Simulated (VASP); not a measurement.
## Lattice of SiO2 across functionals and dispersion corrections

Which functional gives the lattice of SiO2 as experiment finds it, and is a dearer one worth its cost? The levels: LDA, PBE, r2SCAN, PBE + D3(BJ), r2SCAN + rVV10, BLYP + D3(BJ), optB88-vdW and SCAN. LASPH is on for some levels and off for others; the table marks which. The start is a cell from a database of measured crystal structures.

Calculated with VASP 6.6.1; LDA; plane waves and PAW (Si, O), in the first sound run; inputs show where later runs differ.

### Step 1. Starting point

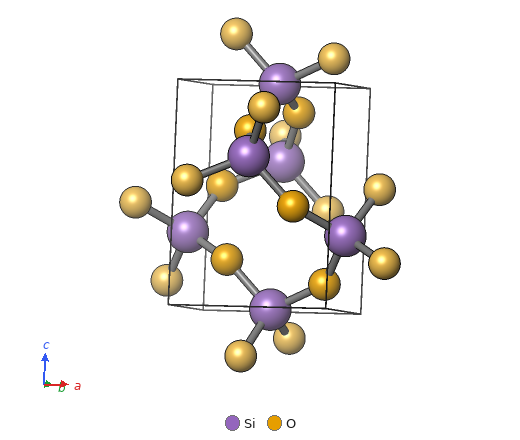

The cell as given, slightly off an axis (silicon purple, oxygen orange). Some periodic images of atoms are drawn too.

Coordinates:

```cif
data_structure
_symmetry_space_group_name_H-M 'P 1'
_symmetry_Int_Tables_number 1
_cell_length_a 4.9164
_cell_length_b 4.9164
_cell_length_c 5.4084
_cell_angle_alpha 90.000
_cell_angle_beta 90.000
_cell_angle_gamma 120.000
_cell_volume 113.21
loop_
_atom_site_label
_atom_site_type_symbol
_atom_site_fract_x
_atom_site_fract_y
_atom_site_fract_z
_atom_site_occupancy
Si1 Si 0.46973 0.00000 0.66667 1
Si2 Si 0.00000 0.46973 0.33333 1
Si3 Si 0.53027 0.53027 0.00000 1
O4 O 0.41354 0.26758 0.78558 1
O5 O 0.73242 0.14596 0.45225 1
O6 O 0.85404 0.58646 0.11891 1
O7 O 0.26758 0.41354 0.21442 1
O8 O 0.14596 0.73242 0.54775 1
O9 O 0.58646 0.85404 0.88109 1
```

### Step 2. Relaxation with LDA

Properties are meant for the cell that this level of theory prefers, so cell and atoms are relaxed first (ISIF = 3) until forces and stress are small; EDIFFG sets the threshold. LDA, the lowest rung, knows the local density alone.

Contents of INCAR:

```
SYSTEM = SiO2
PREC = Accurate
ENCUT = 560
EDIFF = 1E-06
NELM = 100
ISMEAR = -1
SIGMA = 0.05
LREAL = .FALSE.
ALGO = Normal
GGA = CA
NBANDS = 33
LORBIT = 11
LWAVE = .FALSE.
LCHARG = .FALSE.
KPAR = 8
IBRION = 2
NSW = 60
ISIF = 3
EDIFFG = -0.01
```

Contents of POSCAR:

```
SiO2
1.0
    4.9163600000      0.0000000000      0.0000000000
   -2.4581800000      4.2576926541      0.0000000000
    0.0000000000      0.0000000000      5.4084000000
Si O
3 6
Direct
    0.4697300000      0.0000000000      0.6666666667
    0.0000000000      0.4697300000      0.3333333333
    0.5302700000      0.5302700000      0.0000000000
    0.4135400000      0.2675800000      0.7855800000
    0.7324200000      0.1459600000      0.4522466667
    0.8540400000      0.5864600000      0.1189133333
    0.2675800000      0.4135400000      0.2144200000
    0.1459600000      0.7324200000      0.5477533333
    0.5864600000      0.8540400000      0.8810866667
```

Contents of KPOINTS:

```
Automatic mesh
0
Gamma
5 5 4
0 0 0
```

The projector-augmented-wave data sets are Si and O (PBE family, release 64).

Run with:

```
mpirun -np 8 vasp_std
```

Output:

```text
[banner, memory and clock lines left out]
running    8 mpi-ranks, on    1 nodes
 distrk:  each k-point on    1 cores,    8 groups
 distr:  one band on    1 cores,    1 groups

 POSCAR found type information on POSCAR SiO
 POSCAR found :  2 types and       9 ions
|                                                                             |
|           W    W    AA    RRRRR   N    N  II  N    N   GGGG   !!!           |
|           W    W   A  A   R    R  NN   N  II  NN   N  G    G  !!!           |
|           W    W  A    A  R    R  N N  N  II  N N  N  G       !!!           |
|           W WW W  AAAAAA  RRRRR   N  N N  II  N  N N  G  GGG   !            |
|           WW  WW  A    A  R   R   N   NN  II  N   NN  G    G                |
|           W    W  A    A  R    R  N    N  II  N    N   GGGG   !!!           |
|                                                                             |
|     For optimal performance we recommend to set                             |
|       NCORE = 2 up to number-of-cores-per-socket                            |
|     NCORE specifies how many cores store one orbital (NPAR=cpu/NCORE).      |
|     This setting can greatly improve the performance of VASP for DFT.       |
|     The default, NCORE=1 might be grossly inefficient on modern             |
|     multi-core architectures or massively parallel machines. Do your        |
|     Unfortunately you need to use the default for GW and RPA                |
|     calculations (for HF NCORE is supported but not extensively tested      |
|     yet).                                                                   |
|                                                                             |

|                                                                             |
|               ----> ADVICE to this user running VASP <----                  |
|                                                                             |
|     You enforced a specific xc type in the INCAR file but a different       |
|     [... a line on the potential file left out ...]
|     I HOPE YOU KNOW WHAT YOU ARE DOING!                                     |
|                                                                             |

 LDA part: xc-table for (Slater(with rela. corr.)+CA(PZ))
 , standard interpolation
 POSCAR, INCAR and KPOINTS ok, starting setup
 FFT: planning ... GRIDC
 FFT: planning ... GRID_SOFT
 FFT: planning ... GRID
 WAVECAR not read
 entering main loop
       N       E                     dE             d eps       ncg     rms          rms(c)
DAV:   1     0.278990722878E+03    0.27899E+03   -0.26281E+04  1122   0.143E+03
DAV:   2    -0.679589630210E+02   -0.34695E+03   -0.33547E+03  1477   0.312E+02
DAV:   3    -0.866422169158E+02   -0.18683E+02   -0.18600E+02  1411   0.767E+01
DAV:   4    -0.868455498005E+02   -0.20333E+00   -0.20314E+00  1404   0.900E+00
DAV:   5    -0.868486863402E+02   -0.31365E-02   -0.31354E-02  1396   0.109E+00    0.236E+01
DAV:   6    -0.779401097909E+02    0.89086E+01   -0.33921E+01  1335   0.310E+01    0.111E+01
DAV:   7    -0.777956710726E+02    0.14444E+00   -0.88493E-01  1420   0.472E+00    0.418E+00
DAV:   8    -0.777130674374E+02    0.82604E-01   -0.52814E-02  1388   0.166E+00    0.146E+00
DAV:   9    -0.777022373646E+02    0.10830E-01   -0.15002E-02  1420   0.878E-01    0.219E-01
DAV:  10    -0.777026473613E+02   -0.41000E-03   -0.20001E-03  1372   0.248E-01    0.871E-02
DAV:  11    -0.777025688053E+02    0.78556E-04   -0.63529E-04  1420   0.147E-01    0.211E-02
DAV:  12    -0.777025670856E+02    0.17197E-05   -0.18484E-05  1396   0.264E-02    0.526E-03
DAV:  13    -0.777025674403E+02   -0.35472E-06   -0.18369E-06  1036   0.783E-03
   1 F= -.77702567E+02 E0= -.77702567E+02  d E =-.777026E+02
 curvature:   0.00 expect dE= 0.000E+00 dE for cont linesearch  0.000E+00
 trial: gam= 0.00000 g(F)=  0.500E-02 g(S)=  0.123E-01 ort = 0.000E+00 (trialstep = 0.100E+01)
 search vector abs. value=  0.173E-01
 bond charge predicted
       N       E                     dE             d eps       ncg     rms          rms(c)
DAV:   1    -0.777447325110E+02   -0.42165E-01   -0.23550E+00  1172   0.101E+01    0.176E+00
DAV:   2    -0.776999173683E+02    0.44815E-01   -0.16278E-01  1391   0.243E+00    0.376E-01
DAV:   3    -0.776987507978E+02    0.11666E-02   -0.97621E-03  1278   0.529E-01    0.190E-01
DAV:   4    -0.776983530818E+02    0.39772E-03   -0.76384E-04  1403   0.164E-01    0.102E-01
DAV:   5    -0.776982430881E+02    0.10999E-03   -0.16036E-04  1323   0.685E-02    0.185E-02
DAV:   6    -0.776982434396E+02   -0.35152E-06   -0.88357E-06  1420   0.180E-02
   2 F= -.77698243E+02 E0= -.77698243E+02  d E =0.432400E-02
[... from here on, the cycles between the ionic steps are left out ...]
   3 F= -.77705993E+02 E0= -.77705993E+02  d E =-.342571E-02
   4 F= -.77706301E+02 E0= -.77706301E+02  d E =-.307425E-03
   5 F= -.77706315E+02 E0= -.77706315E+02  d E =-.321564E-03
   6 F= -.77706582E+02 E0= -.77706582E+02  d E =-.267071E-03
   7 F= -.77707330E+02 E0= -.77707330E+02  d E =-.101542E-02
   8 F= -.77708589E+02 E0= -.77708589E+02  d E =-.227411E-02
   9 F= -.77710152E+02 E0= -.77710152E+02  d E =-.383725E-02
  10 F= -.77709595E+02 E0= -.77709595E+02  d E =-.328011E-02
  11 F= -.77710517E+02 E0= -.77710517E+02  d E =-.420252E-02
  12 F= -.77711392E+02 E0= -.77711392E+02  d E =-.874913E-03
  13 F= -.77712334E+02 E0= -.77712334E+02  d E =-.181718E-02
  14 F= -.77712674E+02 E0= -.77712674E+02  d E =-.339679E-03
  15 F= -.77713570E+02 E0= -.77713570E+02  d E =-.123520E-02
  16 F= -.77714796E+02 E0= -.77714796E+02  d E =-.246122E-02
  17 F= -.77714891E+02 E0= -.77714891E+02  d E =-.255618E-02
  18 F= -.77715251E+02 E0= -.77715251E+02  d E =-.291685E-02
  19 F= -.77715249E+02 E0= -.77715249E+02  d E =-.291495E-02
  20 F= -.77715314E+02 E0= -.77715314E+02  d E =-.641960E-04
  21 F= -.77715435E+02 E0= -.77715435E+02  d E =-.185232E-03
  22 F= -.77715356E+02 E0= -.77715356E+02  d E =-.106600E-03
  23 F= -.77715456E+02 E0= -.77715456E+02  d E =-.206439E-03
  24 F= -.77715551E+02 E0= -.77715551E+02  d E =-.948724E-04
  25 F= -.77715600E+02 E0= -.77715600E+02  d E =-.144070E-03
  26 F= -.77715601E+02 E0= -.77715601E+02  d E =-.145180E-03
  27 F= -.77715645E+02 E0= -.77715645E+02  d E =-.435457E-04
 trial-energy change:   -0.000044  1 .order   -0.000044   -0.000062   -0.000026
 step:   0.5662(harm=  0.5662)  dis= 0.00090  next Energy=   -77.715655 (dE=-0.541E-04)
 bond charge predicted
       N       E                     dE             d eps       ncg     rms          rms(c)
DAV:   1    -0.777156546949E+02   -0.10139E-04   -0.84063E-03  1122   0.574E-01    0.278E-02
DAV:   2    -0.777156586694E+02   -0.39745E-05   -0.16310E-04  1418   0.765E-02    0.115E-02
DAV:   3    -0.777156559926E+02    0.26769E-05   -0.46087E-06  1380   0.144E-02    0.538E-03
DAV:   4    -0.777156553670E+02    0.62559E-06   -0.13250E-06   845   0.816E-03
  28 F= -.77715655E+02 E0= -.77715655E+02  d E =-.543899E-04
 curvature:  -0.89 expect dE=-0.574E-04 dE for cont linesearch -0.634E-09
 trial: gam= 0.31277 g(F)=  0.263E-04 g(S)=  0.383E-04 ort = 0.654E-06 (trialstep = 0.371E+00)
 search vector abs. value=  0.124E-03
 reached required accuracy - stopping structural energy minimisation
```

Run time: 1.8 min. Hardware: 8 MPI ranks of AMD EPYC 9R45, shared host; peak memory 2 GiB.

Lines that name or quote the potential files are left out of all logs, and their timing lines are given in words.

OUTCAR, selected parts (step 2):

```text
ion  position               nearest neighbor table
   1  0.470  0.000  0.667-   4 1.61   8 1.61   9 1.61   5 1.61   3 3.06   3 3.06   2 3.06   2 3.06

  LATTYP: Found a hexagonal cell.
 ALAT       =     4.9163600000
 C/A-ratio  =     1.1000821746

 Subroutine GETGRP returns: Found  6 space group operations
 (whereof  2 operations were pure point group operations)

The static configuration has the point symmetry C_2 .
 The point group associated with its full space group is D_3 .

 Found     17 irreducible k-points:

   k-points           NKPTS =     17   k-points in BZ     NKDIM =     17   number of bands    NBANDS=     33

   dimension x,y,z NGX =    40 NGY =   40 NGZ =   42
   dimension x,y,z NGXF=    80 NGYF=   80 NGZF=   84

   ENCUT  =  560.0 eV  41.16 Ry    6.42 a.u.   9.49  9.49 10.44*2*pi/ulx,y,z

   NELECT =      48.0000    total number of electrons

 k-points in reciprocal lattice and weights: Automatic mesh
   0.00000000  0.00000000  0.00000000       0.010
   0.20000000  0.00000000  0.00000000       0.060
   0.40000000  0.00000000  0.00000000       0.060
   0.20000000  0.20000000  0.00000000       0.060
   0.40000000  0.20000000  0.00000000       0.060
   0.00000000  0.00000000  0.25000000       0.020
   0.20000000  0.00000000  0.25000000       0.060
   0.00000000  0.20000000  0.25000000       0.060
   0.40000000  0.00000000  0.25000000       0.060
[...]
0.20000000  0.20000000  0.50000000       0.060
   0.40000000  0.20000000  0.50000000       0.060

 average (electrostatic) potential at core
       1 -85.8503       2 -85.8503       3 -85.8503       4 -72.0506       5 -72.0506
       6 -72.0506       7 -72.0506       8 -72.0506       9 -72.0506

 E-fermi :   2.1300

 k-point     1 :       0.0000    0.0000    0.0000
  band No.  band energies     occupation
    ...
     20      -0.0541      2.00000
     21      -0.0541      2.00000
     22       0.1069      2.00000
     23       0.7074      2.00000
     24       0.7074      2.00000
     25       6.7642      0.00000
     26       9.9917      0.00000
     27       9.9917      0.00000
     28      10.6927      0.00000
     29      10.6927      0.00000
    ...

 k-point     2 :       0.2000    0.0000    0.0000
  band No.  band energies     occupation
    ...
     20      -0.1305      2.00000
     21      -0.0296      2.00000
     22       0.0820      2.00000
     23       0.7472      2.00000
     24       0.8047      2.00000
     25       7.3819      0.00000
     26      10.0612      0.00000
     27      10.1157      0.00000
     28      10.5899      0.00000
     29      10.8284      0.00000
    ...

 k-point     3 :       0.4000    0.0000    0.0000
  band No.  band energies     occupation
    ...
     20      -0.1121      2.00000
     21      -0.0230      2.00000
     22       0.2412      2.00000
     23       0.7235      2.00000
     24       0.9205      2.00000
     25       8.6793      0.00000
     26      10.0221      0.00000
     27      10.2125      0.00000
     28      10.5484      0.00000
     29      11.2967      0.00000
    ...

  Total        0.0148509      0.0148509     -0.0818956      0.0000000     -0.0000000      0.0000000
  in kB        0.2157661      0.2157661     -1.1898467      0.0000000     -0.0000000      0.0000000
  external PRESSURE =      -0.2527715 kB  Pullay stress =       0.0000000 kB

  energy-cutoff  :      560.00
  volume of cell :      110.28
      direct lattice vectors                 reciprocal lattice vectors
     4.865097410 -0.000000000 -0.000000000     0.205545730  0.118671883 -0.000000000
    -2.432548705  4.213297949  0.000000000     0.000000000  0.237343765 -0.000000000
    -0.000000000  0.000000000  5.379801410     0.000000000 -0.000000000  0.185880467

 POSITION                                       TOTAL-FORCE (eV/Angst)
 -----------------------------------------------------------------------------------
      2.25259      0.00000      3.58653         0.008856     -0.000000     -0.000000
     -1.12629      1.95080      1.79327        -0.004428      0.007670      0.000000
      1.30626      2.26250      0.00000        -0.004428     -0.007670     -0.000000
      1.31992      1.17464      4.18085         0.005308     -0.002833      0.003944
      3.18787      0.55576      2.38758        -0.000201      0.006013      0.003944
      2.78986      2.48289      0.59431        -0.005107     -0.003181      0.003944
      0.35731      1.73041      1.19895        -0.005107      0.003181     -0.003944
     -1.11263      3.03865      2.99222         0.005308      0.002833     -0.003944
      0.75532      3.65754      4.78549        -0.000201     -0.006013     -0.003944
 -----------------------------------------------------------------------------------
    total drift:                               -0.000001     -0.000001      0.000000

  FREE ENERGIE OF THE ION-ELECTRON SYSTEM (eV)
  ---------------------------------------------------
  free  energy   TOTEN  =       -77.7156553670 eV

  energy  without entropy=      -77.7156553669  energy(sigma->0) =      -77.71565537

 reached required accuracy - stopping structural energy minimisation

 total charge
# of ion       s       p       d       tot
------------------------------------------
    1        0.649   1.011   0.000   1.661
    2        0.649   1.011   0.000   1.661
    3        0.649   1.011   0.000   1.661
    4        1.536   3.676   0.000   5.212
    5        1.536   3.676   0.000   5.212
    6        1.536   3.676   0.000   5.212
    7        1.536   3.676   0.000   5.212
    8        1.536   3.676   0.000   5.212
    9        1.536   3.676   0.000   5.212
--------------------------------------------------
tot         11.164  25.091   0.000  36.255

[... 3 further parts left out ...]
```

CONTCAR:

```
SiO2
   1.00000000000000
     4.8650974100929671   -0.0000000000000000   -0.0000000000000000
    -2.4325487050464836    4.2132979489782860    0.0000000000000000
    -0.0000000000000000    0.0000000000000000    5.3798014096107067
  Si              O
     3     6
Direct
     0.4630096756259868    0.0000000000000000    0.6666666667000030
     0.0000000000000004    0.4630096756259878    0.3333333332999970
     0.5369903243740127    0.5369903243740122    0.0000000000000000
     0.4107008558843901    0.2787946463552334    0.7771380207214716
     0.7212053536447665    0.1319062095291652    0.4438046874214676
     0.8680937904708362    0.5892991441156088    0.1104713540214687
     0.2787946463552346    0.4107008558843914    0.2228619792785283
     0.1319062095291640    0.7212053536447669    0.5561953125785325
     0.5892991441156085    0.8680937904708349    0.8895286459785313
```

The gap is read on the k-mesh alone, so it is an upper bound where the band edges lie off the mesh. The PAW data sets were made with PBE, though LDA sets exist; this is a small mismatch. The run keeps the 6 symmetry operations of its start, so it cannot find a distortion of lower symmetry.

Relaxation path (22 of 28):

```csv
step,energy less that of the first step (eV),largest force (eV/Å),pressure (GPa),volume (Å³)
1,0.0000,0.1305,1.24,113.21
2,0.0043,0.1375,-2.04,114.81
4,-0.0037,0.0769,-0.21,113.80
5,-0.0037,0.0639,-0.19,113.81
6,-0.0040,0.0614,-0.18,113.75
7,-0.0048,0.0553,-0.16,113.59
9,-0.0076,0.0529,0.00,112.61
10,-0.0070,0.1089,0.13,111.32
11,-0.0079,0.0720,0.05,112.09
13,-0.0098,0.1377,0.12,111.39
14,-0.0101,0.1288,0.10,111.33
15,-0.0110,0.1036,0.08,111.14
16,-0.0122,0.0569,0.03,110.78
18,-0.0127,0.0355,-0.03,110.40
19,-0.0127,0.0366,-0.03,110.38
20,-0.0127,0.0308,0.00,110.36
22,-0.0128,0.0558,0.23,110.13
23,-0.0129,0.0291,0.11,110.24
24,-0.0130,0.0130,0.10,110.23
25,-0.0130,0.0187,0.07,110.23
27,-0.0131,0.0110,0.01,110.26
28,-0.0131,0.0089,-0.03,110.28
```

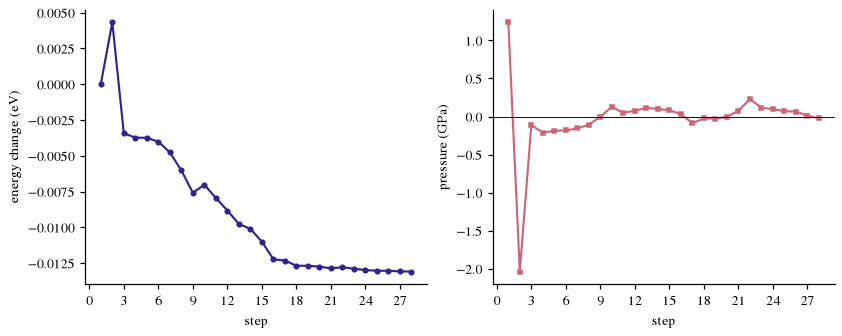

Energy and pressure along the relaxation.

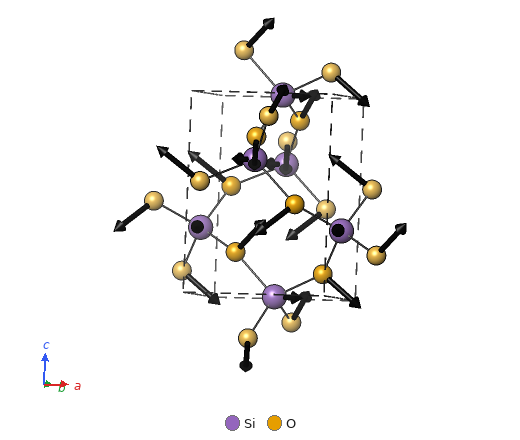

Displacements in the relaxation, exaggerated, measured against the changing cell; the longest in the cell stands for 0.08 Å. Some periodic images of atoms are drawn too.

```csv
"conventional cell, symmetrised",before,after,change
a (Å),4.916,4.865,-1.0 %
b (Å),4.916,4.865,-1.0 %
c (Å),5.408,5.380,-0.5 %
volume (Å³/atom),12.58,12.25,-2.6 %
```

The atoms that moved most (Å, as changes of fractional coordinates times the final cell):

```csv
atom,dx,dy,dz,length
O9,-0.020,0.059,0.045,0.077
O6,0.061,0.012,-0.045,0.077
O4,-0.041,0.047,-0.045,0.077
O7,0.061,-0.012,0.045,0.077
O5,-0.020,-0.059,-0.045,0.077
O8,-0.041,-0.047,0.045,0.077
Si2,0.016,-0.028,0.000,0.033
Si1,-0.033,0.000,0.000,0.033
```

Final coordinates:

```xyz
9
Lattice="4.8651 0.0000 0.0000 -2.4325 4.2133 0.0000 0.0000 0.0000 5.3798" Properties=species:S:1:pos:R:3 pbc="T T T"
Si    2.2526    0.0000    3.5865
Si   -1.1263    1.9508    1.7933
Si    1.3063    2.2625    0.0000
O     1.3199    1.1746    4.1808
O     3.1879    0.5558    2.3876
O     2.7899    2.4829    0.5943
O     0.3573    1.7304    1.1990
O    -1.1126    3.0387    2.9922
O     0.7553    3.6575    4.7855
```

A gap read on the k-mesh alone can miss the band edges.

This step gave:

```yaml
electrons: 48
bands: 33
irreducible_k_points: 17
symmetry_operations: 6
free_energy_toten: -77.7157 eV
fermi_energy: 2.13 eV
pressure: -0.02528 GPa
metallic: no
valence_top_at_k: 0.4, 0.2, 0
conduction_bottom_at_k: 0, 0, 0
least_direct_gap_at_k: 0, 0, 0
scf_cycles_over_all_ionic_steps: 161
gap_on_the_k_mesh: 5.793 eV
least_direct_gap_on_the_k_mesh: 6.057 eV
```

It ends with a largest force of 0.009 eV/Å and a pressure of -0.03 GPa. The volume lies -2.6 % from that of the database's start, which holds the thermal and zero-point expansion of its experiment. The conventional cell has a = 4.865 and c = 5.380 Å.

[end of part 1 of 4]

[Lines on the potential files, build, host, timing and source positions are cut from VASP's logs without a mark.]

[Logs are printed without paths, hosts, clocks, repeated set-up lines and the standing remarks that a program may print on its own settings, such as how far it seeks lower states.]

[Hosts, paths, dates, database ids (printed as entryN), source tags and the programs' standing remarks are cut or masked in the printed files.]

[A measured line is paired with the nearest computed mode of its activity, which favours agreement.]
